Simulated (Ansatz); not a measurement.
## Strength of the C–H bond: CH3I → CH2I + H

Species: CH3I (methyl iodide) `CI`, singlet; CH2I `[CH2]I`, doublet; H atom, doublet. 

Shapes, held fixed at every level: PBE0-D4/def2-TZVP. Programs: Ansatz 0.2.0. The zero-point and thermal change to 298 K, harmonic and unscaled (PBE0-D4/def2-TZVP), is -31.5 kJ/mol.

```json
{"level": "HF/def2-SVP", "kind": "Hartree–Fock", "ΔH(298 K) (kJ/mol)": "+324.3", "less CCSD(T)/def2-TZVPP": "-92.7", "CPU time (sum over the molecules)": "–"}
{"level": "PBE-D4/def2-TZVPP", "kind": "GGA", "ΔH(298 K) (kJ/mol)": "+405.2", "less CCSD(T)/def2-TZVPP": "-11.8", "CPU time (sum over the molecules)": "5.5 s"}
{"level": "B3LYP-D4/def2-TZVPP", "kind": "global hybrid", "ΔH(298 K) (kJ/mol)": "+414.8", "less CCSD(T)/def2-TZVPP": "-2.2", "CPU time (sum over the molecules)": "8.4 s"}
{"level": "BHLYP-D4/def2-TZVPP", "kind": "global hybrid", "ΔH(298 K) (kJ/mol)": "+411.7", "less CCSD(T)/def2-TZVPP": "-5.3", "CPU time (sum over the molecules)": "7.1 s"}
{"level": "PBE0-D4/def2-TZVPP", "kind": "global hybrid", "ΔH(298 K) (kJ/mol)": "+407.3", "less CCSD(T)/def2-TZVPP": "-9.7", "CPU time (sum over the molecules)": "5.5 s"}
{"level": "wB97X-V/def2-TZVPP", "kind": "range-separated hybrid", "ΔH(298 K) (kJ/mol)": "+419.6", "less CCSD(T)/def2-TZVPP": "+2.6", "CPU time (sum over the molecules)": "24 s"}
{"level": "MP2/def2-SVP", "kind": "perturbation theory", "ΔH(298 K) (kJ/mol)": "+409.6", "less CCSD(T)/def2-TZVPP": "-7.4", "CPU time (sum over the molecules)": "–"}
{"level": "CCSD(T)/def2-TZVPP", "kind": "coupled cluster or CI", "ΔH(298 K) (kJ/mol)": "+417.0", "less CCSD(T)/def2-TZVPP": "0.0", "CPU time (sum over the molecules)": "76 s"}
```

The highest level, CCSD(T)/def2-TZVPP, gives ΔH(298 K) = +417.0 kJ/mol; the levels span +324.3 to +419.6. The column of differences is taken from that level and isn't an error. Hartree–Fock misses the correlation of the pair that is broken and comes out low. No measured value is set beside it here. Open shells run unrestricted unless RO is named. For atoms past krypton def2 sets carry core potentials with scalar relativity. Correlated rows may include outer-core shells of I, which these sets cover unevenly. Times are processor times on shared x86 and Arm servers, and rough.

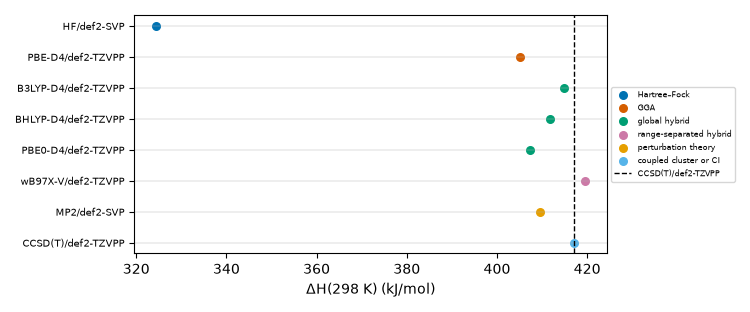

The values of the table, level by level.
